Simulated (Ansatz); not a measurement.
**AlHSeO: single-point calculation**

- system: AlHSeO
- method: RKS wB97M-V/def2-TZVPP (Ansatz 0.2.0)

The geometry comes from this level: PBE0-D4/def2-TZVP.

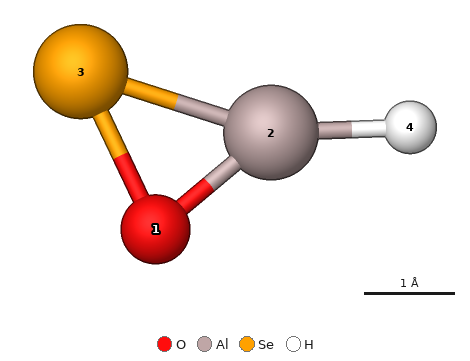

**Figure 1.** The structure (ball-and-stick view, seen on its broad side; atoms are numbered from 1 in the order of the input). Sticks mark near contacts.

## The input
```yaml
crystal:
  periodic: [false, false, false]
  atoms:
    - {symbol: O, position_ang: [0.413607, -1.152921, 0.466006]}
    - {symbol: Al, position_ang: [0.159849, 0.441960, -0.083526]}
    - {symbol: Se, position_ang: [-1.451875, -1.104719, -0.105533]}
    - {symbol: H, position_ang: [0.878420, 1.815690, -0.276937]}
basis:
  gaussian: {orbitals: def2-TZVPP}
hamiltonian: {xc: {name: wB97M-V}}
```

Machine: 2 threads of Arm Neoverse V2, 23 GiB of memory available, shared host.

Launched with:
```bash
ansatz run in.yaml --threads 2 --pin off --events-out ev --progress --plain --max-ram 4352MiB
```

## What the program printed
```
Functional definition: wB97M-V
  name "wB97M-V"
  cite "Mardirossian & Head-Gordon, J. Chem. Phys. 144, 214110 (2016) doi:10.1063/1.4952647"
  cite "Becke, J. Chem. Phys. 107, 8554 (1997) doi:10.1063/1.475007"
  cite "Vydrov & Van Voorhis, J. Chem. Phys. 133, 244103 (2010) doi:10.1063/1.3521275"
  # Of w^i u^j: cxij and so on, Table III.
  parameter omega = 0.3/bohr
  parameter cx = 0.15
  parameter cx01 = 1.007
  parameter cx10 = 0.259
  parameter css00 = 0.443
  parameter css04 = -1.437
  parameter css10 = -4.535
  parameter css20 = -3.390
  parameter css43 = 4.278
  parameter cos00 = 1.000
  parameter cos10 = 1.358
  parameter cos20 = 2.924
  parameter cos21 = -8.812
  parameter cos60 = -1.390
  parameter cos61 = 9.142
  parameter b = 6.0
  parameter c = 0.01
  gx(w, u) = 1 - cx + cx01*u + cx10*w
  gss(w, u) = css00 + css04*u^4 + css10*w + css20*w^2 + css43*w^4*u^3
  gos(w, u) = cos00 + cos10*w + (cos20 + cos21*u)*w^2 + (cos60 + cos61*u)*w^6
  exchange = spin_sum(e_x_unif_sr(omega)*gx(b97_w, b97_u_x)) + cx*exact_x_sr(omega) + exact_x_lr(omega)
  correlation = spin_sum(e_c_pw_mod_same_spin*gss(b97_w, b97_u_same))
      + integral(e_c_pw_mod_opposite_spin*gos(b97_w_opposite, b97_u_opposite)) + vv10(b, c)
877 factors; their error is unknown
170 factors; integrals over basis functions are off by at most 2.3e-5 eV
mean field evaluation 1: about -74000.9174 eV, gradient 5.4e1 eV
mean field evaluation 2: about -73990.2660 eV, gradient 9.2e1 eV
mean field evaluation 4: about -74006.1783 eV, gradient 2.2e0 eV
mean field evaluation 8: about -74006.1904 eV, gradient 4.9e-2 eV
mean field evaluation 16: about -74006.4337 eV, gradient 1.4e-4 eV
mean field -74006.43372129 eV, -2719.6862758948 hartree, gradient 4.0e-5 eV, S^2 0.000000; 0 other end points of the search recorded, 0 dependent functions left out
reference -74006.43376356 eV, -2719.6862774484 hartree; 28, 28 occupied and 107, 107 virtual orbitals, 877 factors
Total energy: -74006.43376356 eV, -2719.6862774484 hartree
```

## Results in brief

```tsv
quantity	value
outcome	converged
total energy	−74006.4338 eV
SCF solution under orbital rotations	stable
wall time	5.5 s (CPU time 10 s)
peak memory	0.33 GiB
```
